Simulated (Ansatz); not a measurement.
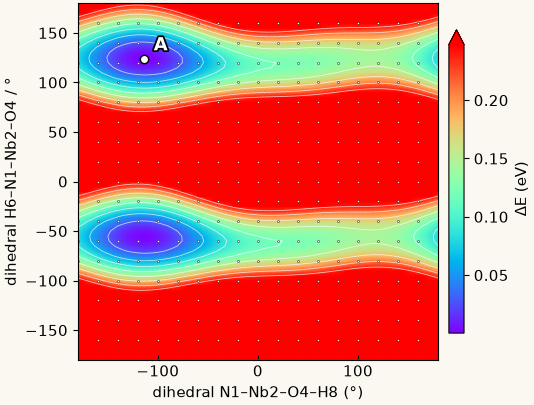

FH3NNbO2, SMILES [NH2][Nb](=[O])([OH])[F]. 
- The first coordinate is: dihedral N1–Nb2–O4–H8; the second: dihedral H6–N1–Nb2–O4.
- Nothing is relaxed (all other coordinates rigid).
- Grid: 18 × 18 points.
- All energies are given in eV relative to the relaxed molecule at the same level.
- Level of theory: RHF/def2-SVP (Ansatz).

In the figure: a smooth colour map with a few white contour lines, dots at the grid points, one colour for all values above the top of the scale, the well A. Between grid points the surface is interpolated.

**Estimate the position of the minimum and the force constants in these coordinates. Take the well at A.**

The interpolated minimum is at dihedral N1–Nb2–O4–H8 ≈ −114°, dihedral H6–N1–Nb2–O4 ≈ 124°. The curvatures there are about 0.15 eV/rad² and 0.71 eV/rad², with a cross term of about 0.02 eV/rad². Round the minimum the two coordinates are nearly uncoupled.
